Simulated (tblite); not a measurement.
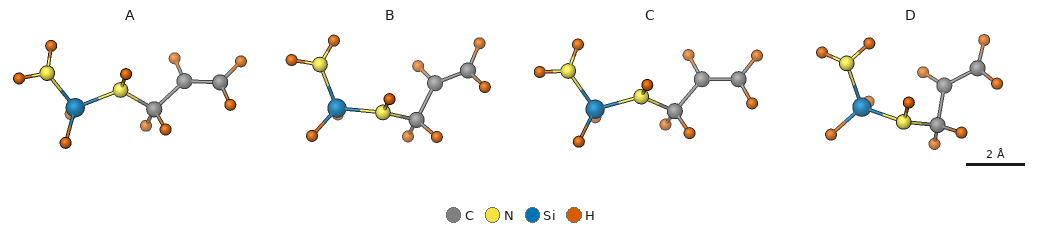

4 geometries from one relaxation of C$_{3}$H$_{10}$N$_{2}$Si, in shuffled order. A ball-and-stick model, seen face on.

All numbers below come from GFN2-xTB geometry optimisation, gas phase in tblite. 

Put them in the order of the run, from the start to the converged end.

Answer. D, B, C, A. They are steps 0, 78, 109, 173, at +14.9 kcal/mol, +1.38 kcal/mol, +0.72 kcal/mol relative to the last. After 173 geometry steps the energy has fallen by 14.9 kcal/mol. An H atom moves most after the best rigid fit: 1.50 Å. Largest moves by element: H 1.50 Å, N 1.25 Å, C 0.94 Å, Si 0.26 Å. Among the contacts that change: N–Si 1.789 → 1.725 Å, N–Si 1.771 → 1.716 Å, H–N 1.060 → 1.008 Å, C–C 1.348 → 1.319 Å. Bond angles that change, for instance: Si–N–H 108.1° → 117.6°, Si–N–H 108.8° → 117.7°, N–Si–H 109.7° → 117.6°. Cost: 1.7 s on 1 thread of Arm Neoverse N1, with other jobs on the host.
